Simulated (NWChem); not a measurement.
## Run report: AlH3S, single-point calculation (part 2 of 3)

AlH3S; B3LYP/6-31G*, RKS (NWChem 7.3.0). A bond length was changed on purpose from its optimised value.

Geometry of the input (Å):
```
Al 1.0226  0.6389  -0.8210
S  2.7678  0.3600  0.4573
H  -1.9817  -0.6501  0.3511
H  1.1976  1.3991  -2.1957
H  3.5984  0.9909  -0.3903
```

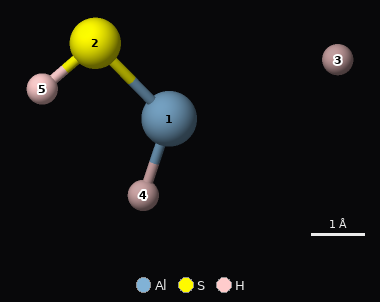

Fig. 1: The structure (ball-and-stick view, seen at a tilt; atoms are numbered from 1 in the order of the input). Sticks mark near contacts.

What the program printed, continued
```
 Vector   12  Occ=2.000000D+00  E=-4.509902D-01
              MO Center=  2.4D+00,  6.1D-01, -1.9D-01, r^2= 2.5D+00
   Bfn.  Coefficient  Atom+Function         Bfn.  Coefficient  Atom+Function
  ----- ------------  ---------------      ----- ------------  ---------------
    25      0.436389  2 S  px                 6     -0.386214  1 Al s
    41      0.238511  5 H  s                 42      0.226056  5 H  s
    21     -0.172841  2 S  px                 2      0.163801  1 Al s
    26      0.154430  2 S  py                27     -0.107771  2 S  pz
    29      0.103358  2 S  px                39     -0.099385  4 H  s

 Vector   13  Occ=2.000000D+00  E=-4.163999D-01
              MO Center=  1.9D+00,  8.3D-01, -8.3D-01, r^2= 3.5D+00
   Bfn.  Coefficient  Atom+Function         Bfn.  Coefficient  Atom+Function
  ----- ------------  ---------------      ----- ------------  ---------------
     6      0.359366  1 Al s                 27     -0.280813  2 S  pz
    24     -0.250723  2 S  s                 39      0.215269  4 H  s
    28     -0.209729  2 S  s                 40      0.187525  4 H  s
     9     -0.166016  1 Al pz                26      0.166836  2 S  py
     2     -0.158704  1 Al s                 42      0.158365  5 H  s

 Vector   14  Occ=2.000000D+00  E=-3.317629D-01
              MO Center=  2.2D+00,  6.1D-01, -2.4D-01, r^2= 3.5D+00
   Bfn.  Coefficient  Atom+Function         Bfn.  Coefficient  Atom+Function
  ----- ------------  ---------------      ----- ------------  ---------------
    27      0.423557  2 S  pz                25      0.309259  2 S  px
     9     -0.245212  1 Al pz                40      0.234247  4 H  s
    39      0.191488  4 H  s                 31      0.187060  2 S  pz
    28      0.167471  2 S  s                 23     -0.164037  2 S  pz
     7     -0.159088  1 Al px                24      0.152023  2 S  s

 Vector   15  Occ=2.000000D+00  E=-2.960114D-01
              MO Center=  2.6D+00,  3.9D-01,  3.4D-01, r^2= 1.8D+00
   Bfn.  Coefficient  Atom+Function         Bfn.  Coefficient  Atom+Function
  ----- ------------  ---------------      ----- ------------  ---------------
    26      0.570340  2 S  py                30      0.337376  2 S  py
    27      0.299141  2 S  pz                22     -0.218320  2 S  py
    31      0.176951  2 S  pz                 8      0.140519  1 Al py
    25     -0.127953  2 S  px                23     -0.114508  2 S  pz
    29     -0.075689  2 S  px                 9      0.073695  1 Al pz

 Vector   16  Occ=2.000000D+00  E=-2.191414D-01
              MO Center= -9.5D-01, -2.1D-01, -4.2D-02, r^2= 3.7D+00
   Bfn.  Coefficient  Atom+Function         Bfn.  Coefficient  Atom+Function
  ----- ------------  ---------------      ----- ------------  ---------------
    38      0.494458  3 H  s                 37      0.268913  3 H  s
    10      0.264545  1 Al s                  7     -0.221665  1 Al px
     6      0.182107  1 Al s                 11     -0.160608  1 Al px
    40     -0.124780  4 H  s                 25      0.114947  2 S  px
     8     -0.100153  1 Al py                13      0.098918  1 Al pz

 Vector   17  Occ=0.000000D+00  E=-1.333150D-01
              MO Center= -3.1D-01,  5.5D-02, -2.8D-01, r^2= 4.5D+00
   Bfn.  Coefficient  Atom+Function         Bfn.  Coefficient  Atom+Function
  ----- ------------  ---------------      ----- ------------  ---------------
    38      0.501145  3 H  s                  6     -0.449801  1 Al s
     7      0.322815  1 Al px                10     -0.305600  1 Al s
    40      0.248419  4 H  s                 37      0.238321  3 H  s
    25     -0.163756  2 S  px                 8      0.139384  1 Al py
     2      0.136125  1 Al s                  9     -0.127734  1 Al pz

 Vector   18  Occ=0.000000D+00  E=-7.892567D-02
              MO Center=  1.1D+00,  6.3D-01, -7.9D-01, r^2= 4.0D+00
   Bfn.  Coefficient  Atom+Function         Bfn.  Coefficient  Atom+Function
  ----- ------------  ---------------      ----- ------------  ---------------
     8      0.503649  1 Al py                12      0.499609  1 Al py
     9      0.264124  1 Al pz                13      0.262010  1 Al pz
    30     -0.242459  2 S  py                26     -0.214412  2 S  py
     4     -0.168656  1 Al py                31     -0.127167  2 S  pz
     7     -0.112965  1 Al px                11     -0.112072  1 Al px

 Vector   19  Occ=0.000000D+00  E=-8.545523D-03
              MO Center=  1.9D+00,  6.8D-01, -5.2D-01, r^2= 6.2D+00
   Bfn.  Coefficient  Atom+Function         Bfn.  Coefficient  Atom+Function
  ----- ------------  ---------------      ----- ------------  ---------------
    28      1.149957  2 S  s                 11     -0.886309  1 Al px
    10     -0.858194  1 Al s                 42     -0.705886  5 H  s
    31     -0.518167  2 S  pz                13     -0.474004  1 Al pz
    30      0.268466  2 S  py                24      0.249685  2 S  s
    27     -0.249915  2 S  pz                 7     -0.189198  1 Al px

 Vector   20  Occ=0.000000D+00  E= 1.271585D-02
              MO Center=  2.3D+00,  6.8D-01, -3.4D-01, r^2= 4.2D+00
   Bfn.  Coefficient  Atom+Function         Bfn.  Coefficient  Atom+Function
  ----- ------------  ---------------      ----- ------------  ---------------
    42      1.119348  5 H  s                 29     -0.762281  2 S  px
    11     -0.503968  1 Al px                10     -0.464838  1 Al s
    40      0.434088  4 H  s                  6     -0.431127  1 Al s
     7     -0.352973  1 Al px                25     -0.335195  2 S  px
    30     -0.281975  2 S  py                41      0.213056  5 H  s

 Vector   21  Occ=0.000000D+00  E= 6.443843D-02
              MO Center=  1.1D+00,  1.0D+00, -1.5D+00, r^2= 6.3D+00
   Bfn.  Coefficient  Atom+Function         Bfn.  Coefficient  Atom+Function
  ----- ------------  ---------------      ----- ------------  ---------------
    10      1.211008  1 Al s                 13     -1.048612  1 Al pz
    40     -1.010462  4 H  s                 12      0.573542  1 Al py
     6     -0.539759  1 Al s                 42      0.234238  5 H  s
    29     -0.224464  2 S  px                31      0.193618  2 S  pz
    25     -0.166340  2 S  px                30     -0.151897  2 S  py

 Vector   22  Occ=0.000000D+00  E= 1.296842D-01
              MO Center=  1.2D+00,  6.0D-01, -6.6D-01, r^2= 5.6D+00
   Bfn.  Coefficient  Atom+Function         Bfn.  Coefficient  Atom+Function
  ----- ------------  ---------------      ----- ------------  ---------------
     6      1.611149  1 Al s                 10     -1.533853  1 Al s
    42      0.825932  5 H  s                 40     -0.494073  4 H  s
     9     -0.366105  1 Al pz                13     -0.335910  1 Al pz
    29     -0.316103  2 S  px                31      0.309044  2 S  pz
    27      0.247705  2 S  pz                30     -0.233002  2 S  py

 Vector   23  Occ=0.000000D+00  E= 1.608023D-01
              MO Center=  1.0D+00,  6.4D-01, -8.2D-01, r^2= 6.4D+00
   Bfn.  Coefficient  Atom+Function         Bfn.  Coefficient  Atom+Function
  ----- ------------  ---------------      ----- ------------  ---------------
    12     -1.093352  1 Al py                 8      1.072585  1 Al py
    13     -0.573558  1 Al pz                 9      0.562779  1 Al pz
    11      0.245347  1 Al px                 7     -0.240682  1 Al px
     4     -0.217127  1 Al py                 5     -0.113923  1 Al pz
     3      0.048723  1 Al px                14      0.048683  1 Al d -2

 Vector   24  Occ=0.000000D+00  E= 1.667956D-01
              MO Center=  1.2D+00,  5.3D-01, -5.3D-01, r^2= 5.3D+00
   Bfn.  Coefficient  Atom+Function         Bfn.  Coefficient  Atom+Function
  ----- ------------  ---------------      ----- ------------  ---------------
     9      1.218321  1 Al pz                13     -0.798970  1 Al pz
     8     -0.623998  1 Al py                10     -0.541669  1 Al s
     6      0.480527  1 Al s                 12      0.443097  1 Al py
    40      0.430674  4 H  s                 29      0.307386  2 S  px
    31      0.273963  2 S  pz                 5     -0.230937  1 Al pz

 Vector   25  Occ=0.000000D+00  E= 2.029547D-01
              MO Center=  1.1D+00,  5.9D-01, -6.8D-01, r^2= 6.6D+00
   Bfn.  Coefficient  Atom+Function         Bfn.  Coefficient  Atom+Function
  ----- ------------  ---------------      ----- ------------  ---------------
     7      1.366978  1 Al px                11     -1.262139  1 Al px
    42      0.711691  5 H  s                 31      0.574591  2 S  pz
    29      0.278015  2 S  px                38     -0.252015  3 H  s
     3     -0.249684  1 Al px                12     -0.239025  1 Al py
    30     -0.238990  2 S  py                24     -0.228387  2 S  s

 Vector   26  Occ=0.000000D+00  E= 2.910318D-01
              MO Center=  2.9D+00,  4.4D-01,  3.5D-01, r^2= 4.4D+00
   Bfn.  Coefficient  Atom+Function         Bfn.  Coefficient  Atom+Function
  ----- ------------  ---------------      ----- ------------  ---------------
    29      1.144896  2 S  px                25     -0.756638  2 S  px
    24     -0.447721  2 S  s                 27     -0.411614  2 S  pz
    31      0.406258  2 S  pz                10      0.349534  1 Al s
    13      0.341781  1 Al pz                11      0.331897  1 Al px
    17     -0.330568  1 Al d  1              18      0.227036  1 Al d  2

 Vector   27  Occ=0.000000D+00  E= 3.629508D-01
              MO Center=  2.3D+00,  2.4D-01,  5.0D-01, r^2= 4.3D+00
   Bfn.  Coefficient  Atom+Function         Bfn.  Coefficient  Atom+Function
  ----- ------------  ---------------      ----- ------------  ---------------
    31      1.115597  2 S  pz                27     -0.776332  2 S  pz
    30     -0.718443  2 S  py                29     -0.592707  2 S  px
    26      0.507263  2 S  py                25      0.444530  2 S  px
    13     -0.394734  1 Al pz                 6      0.271891  1 Al s
    11      0.272680  1 Al px                12      0.268292  1 Al py

 Vector   28  Occ=0.000000D+00  E= 3.651594D-01
              MO Center=  2.3D+00,  4.4D-01,  1.1D-01, r^2= 3.7D+00
   Bfn.  Coefficient  Atom+Function         Bfn.  Coefficient  Atom+Function
  ----- ------------  ---------------      ----- ------------  ---------------
    30     -0.961307  2 S  py                26      0.945381  2 S  py
    31     -0.504623  2 S  pz                27      0.496137  2 S  pz
    14     -0.286294  1 Al d -2              22     -0.237790  2 S  py
    12      0.230833  1 Al py                16     -0.225793  1 Al d  0
    29      0.215909  2 S  px                15     -0.212086  1 Al d -1

 Vector   29  Occ=0.000000D+00  E= 4.017421D-01
              MO Center=  1.4D+00,  5.5D-01, -4.8D-01, r^2= 2.9D+00
   Bfn.  Coefficient  Atom+Function         Bfn.  Coefficient  Atom+Function
  ----- ------------  ---------------      ----- ------------  ---------------
    28      0.807410  2 S  s                 31     -0.678613  2 S  pz
    18     -0.611611  1 Al d  2              42     -0.486462  5 H  s
    14     -0.435125  1 Al d -2              30      0.423384  2 S  py
    16      0.398672  1 Al d  0              24     -0.339586  2 S  s
    29      0.300811  2 S  px                27      0.260293  2 S  pz

 Vector   30  Occ=0.000000D+00  E= 4.147206D-01
              MO Center=  1.6D+00,  5.7D-01, -4.5D-01, r^2= 3.3D+00
   Bfn.  Coefficient  Atom+Function         Bfn.  Coefficient  Atom+Function
  ----- ------------  ---------------      ----- ------------  ---------------
    30      0.667775  2 S  py                16     -0.593206  1 Al d  0
    15     -0.499692  1 Al d -1              26     -0.415400  2 S  py
    31      0.350178  2 S  pz                12     -0.297347  1 Al py
    14     -0.288707  1 Al d -2              18     -0.242408  1 Al d  2
    27     -0.217837  2 S  pz                32      0.204829  2 S  d -2

 Vector   31  Occ=0.000000D+00  E= 4.217682D-01
              MO Center=  1.2D+00,  5.9D-01, -6.7D-01, r^2= 2.1D+00
   Bfn.  Coefficient  Atom+Function         Bfn.  Coefficient  Atom+Function
  ----- ------------  ---------------      ----- ------------  ---------------
    14      0.661291  1 Al d -2              18     -0.465881  1 Al d  2
    17     -0.441749  1 Al d  1              30     -0.345561  2 S  py
    16     -0.240274  1 Al d  0              26      0.192329  2 S  py
    31     -0.181246  2 S  pz                12      0.158762  1 Al py
    34     -0.115139  2 S  d  0              15     -0.106004  1 Al d -1

 Vector   32  Occ=0.000000D+00  E= 4.611972D-01
              MO Center=  2.3D+00,  4.9D-01, -2.8D-03, r^2= 4.3D+00
   Bfn.  Coefficient  Atom+Function         Bfn.  Coefficient  Atom+Function
  ----- ------------  ---------------      ----- ------------  ---------------
    28      3.830990  2 S  s                 24     -1.898580  2 S  s
    10     -1.454548  1 Al s                 31     -0.956030  2 S  pz
    11     -0.781413  1 Al px                42     -0.770281  5 H  s
    13     -0.568765  1 Al pz                29     -0.559133  2 S  px
    17      0.381883  1 Al d  1               7     -0.379195  1 Al px

 Vector   33  Occ=0.000000D+00  E= 5.367883D-01
              MO Center=  1.3D+00,  8.0D-01, -1.0D+00, r^2= 3.3D+00
   Bfn.  Coefficient  Atom+Function         Bfn.  Coefficient  Atom+Function
  ----- ------------  ---------------      ----- ------------  ---------------
    40      1.431939  4 H  s                 15      0.816198  1 Al d -1
    10     -0.689428  1 Al s                 16     -0.539489  1 Al d  0
    13      0.507186  1 Al pz                25     -0.379221  2 S  px
     9      0.367250  1 Al pz                29      0.354528  2 S  px
    12     -0.305738  1 Al py                28     -0.236664  2 S  s

 Vector   34  Occ=0.000000D+00  E= 5.833325D-01
              MO Center=  1.8D+00,  5.7D-01, -3.3D-01, r^2= 3.7D+00
   Bfn.  Coefficient  Atom+Function         Bfn.  Coefficient  Atom+Function
  ----- ------------  ---------------      ----- ------------  ---------------
    40     -0.864319  4 H  s                 29      0.851252  2 S  px
    25     -0.740483  2 S  px                17      0.607857  1 Al d  1
    24      0.599854  2 S  s                 10      0.573703  1 Al s
    28     -0.507396  2 S  s                 27     -0.483610  2 S  pz
    31      0.472656  2 S  pz                42     -0.441547  5 H  s

 Vector   35  Occ=0.000000D+00  E= 7.260648D-01
              MO Center=  3.0D+00,  6.9D-01, -5.8D-02, r^2= 2.8D+00
   Bfn.  Coefficient  Atom+Function         Bfn.  Coefficient  Atom+Function
  ----- ------------  ---------------      ----- ------------  ---------------
    42      2.121353  5 H  s                 28     -1.085821  2 S  s
    31      0.810231  2 S  pz                41     -0.767083  5 H  s
    29     -0.758681  2 S  px                30     -0.595164  2 S  py
    24      0.404783  2 S  s                 33      0.393639  2 S  d -1
    10     -0.368806  1 Al s                 27     -0.362772  2 S  pz

 Vector   36  Occ=0.000000D+00  E= 7.450312D-01
              MO Center=  2.7D+00,  3.5D-01,  4.6D-01, r^2= 8.1D-01
   Bfn.  Coefficient  Atom+Function         Bfn.  Coefficient  Atom+Function
  ----- ------------  ---------------      ----- ------------  ---------------
    36      0.525256  2 S  d  2              34      0.517652  2 S  d  0
    32     -0.412079  2 S  d -2              35      0.392462  2 S  d  1
    33      0.353723  2 S  d -1              16     -0.062475  1 Al d  0
    18     -0.053666  1 Al d  2              15     -0.045236  1 Al d -1
    17     -0.035997  1 Al d  1              14      0.029151  1 Al d -2

 Vector   37  Occ=0.000000D+00  E= 8.101612D-01
              MO Center=  2.5D+00,  4.8D-01,  1.1D-01, r^2= 2.2D+00
   Bfn.  Coefficient  Atom+Function         Bfn.  Coefficient  Atom+Function
  ----- ------------  ---------------      ----- ------------  ---------------
    34      0.636781  2 S  d  0              40     -0.550114  4 H  s
    39      0.414577  4 H  s                 33     -0.407159  2 S  d -1
    36     -0.393797  2 S  d  2              42     -0.331267  5 H  s
    10      0.284150  1 Al s                 31     -0.255125  2 S  pz
    32     -0.251642  2 S  d -2              16      0.224853  1 Al d  0

 Vector   38  Occ=0.000000D+00  E= 8.508114D-01
              MO Center=  2.5D+00,  4.0D-01,  2.8D-01, r^2= 1.6D+00
   Bfn.  Coefficient  Atom+Function         Bfn.  Coefficient  Atom+Function
  ----- ------------  ---------------      ----- ------------  ---------------
    32      0.680983  2 S  d -2              34      0.454390  2 S  d  0
    33      0.439706  2 S  d -1              14      0.335844  1 Al d -2
    35     -0.231354  2 S  d  1              30     -0.228380  2 S  py
    16      0.211039  1 Al d  0              15      0.206649  1 Al d -1
     8      0.122271  1 Al py                31     -0.119771  2 S  pz

 Vector   39  Occ=0.000000D+00  E= 8.628661D-01
              MO Center= -1.9D+00, -6.2D-01,  3.3D-01, r^2= 2.0D+00
   Bfn.  Coefficient  Atom+Function         Bfn.  Coefficient  Atom+Function
  ----- ------------  ---------------      ----- ------------  ---------------
    37      1.286606  3 H  s                 38     -1.247240  3 H  s
    10      0.290862  1 Al s                 11     -0.272259  1 Al px
     6     -0.211489  1 Al s                 13      0.171947  1 Al pz
    12     -0.151286  1 Al py                29      0.111472  2 S  px
     7      0.108725  1 Al px                28     -0.108171  2 S  s
```
